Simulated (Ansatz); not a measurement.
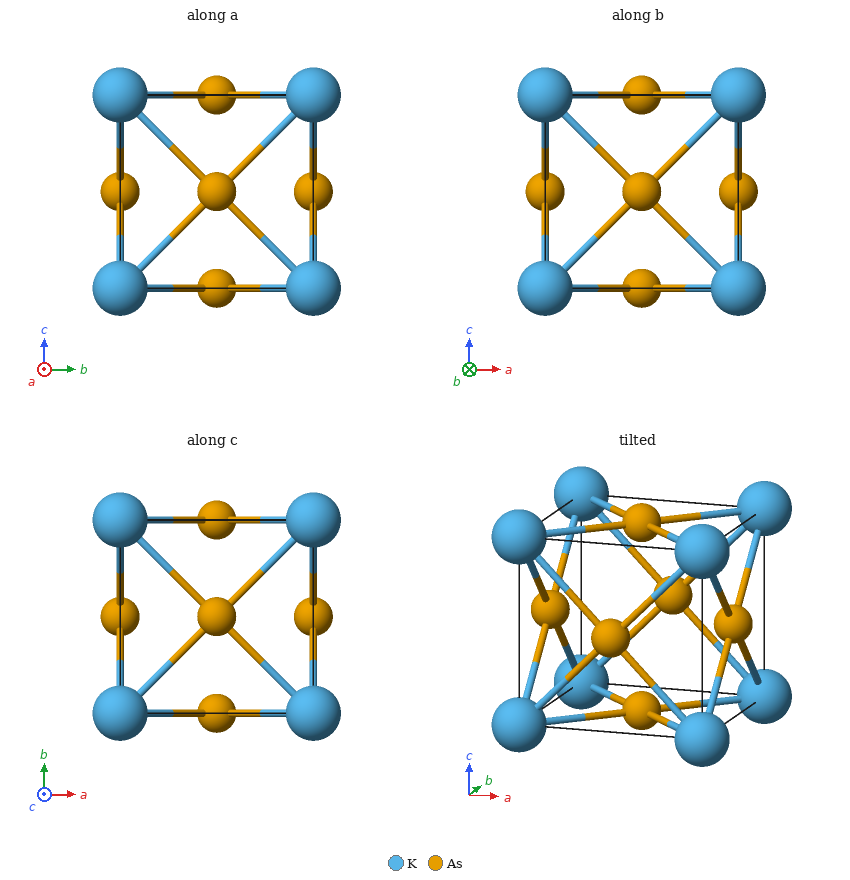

An orthographic ball-and-stick view of the structure, along the a axis, along the b axis, along the c axis and slightly off an axis. The parallelepiped is the conventional unit cell.

Lattice parameters: a = 4.460 Å, b = 4.460 Å, c = 4.460 Å, α = 90.00°, β = 90.00°, γ = 90.00°. Put a along x and b in the xy plane.

### Convert the drawing into a POSCAR file.

```
K As
1.0
     4.460    0.000    0.000
     0.000    4.460    0.000
     0.000    0.000    4.460
K As
1 3
Direct
  0.0000 0.0000 0.0000
  0.0000 0.5000 0.5000
  0.5000 0.0000 0.5000
  0.5000 0.5000 0.0000
```

Starting structure: a structure type filled with these elements by a generator (whether the compound takes this form wasn't checked). Atoms and cell were optimised with Ansatz 0.2.0, DFT PBE, scalar-relativistic, plane waves, PAW.
